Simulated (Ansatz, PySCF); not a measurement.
Breaking the C1–H4 bond in dimethyl selenide (SMILES C[Se]C) (multiplicity 1 held, fragments rigid). Energies count from the point at 1.088 Å.
Geometry at that point (charge 0, multiplicity 1):
```xyz
9

C      1.441    -0.254     0.830
Se     0.014     0.122    -0.461
C     -1.488    -0.170     0.766
H      1.356    -1.275     1.197
H      2.385    -0.135     0.302
H      1.396     0.452     1.656
H     -1.478    -1.193     1.135
H     -2.400     0.003     0.198
H     -1.438     0.534     1.595
```

R- and RO- levels are restricted; in cc, def2 and unpolarised 6-31G sets they are followed outwards from rest. U- levels take the lowest unrestricted solution at each point, which mixes spins at long bonds. Curves can end on different states.

Correlated levels freeze the cores. Filled d and f shells under p-block atoms count as core. Rows in LANL2DZ carry no dispersion term and start afresh at each structure. LANL2DZ brings its own core potentials from Na on.

Codes used: Ansatz (Gaussian orbitals); PySCF for LANL2DZ rows. Each number belongs to the level named beside it.

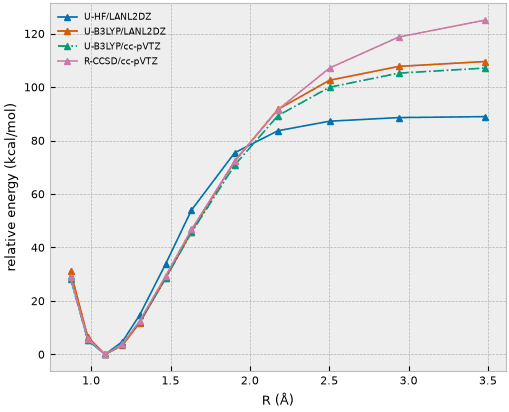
Figure: Relative energy along the coordinate

Doubts at one or more of the structures used: a spin-contaminated determinant (U-HF/LANL2DZ, U-B3LYP/LANL2DZ, U-B3LYP/cc-pVTZ); a restricted determinant that unrestricted orbitals would lower (R-CCSD/cc-pVTZ); other coupled-cluster roots lie near (R-CCSD/cc-pVTZ); T1 above 0.05 (R-CCSD/cc-pVTZ).

Ansatz is a program for electronic structure.
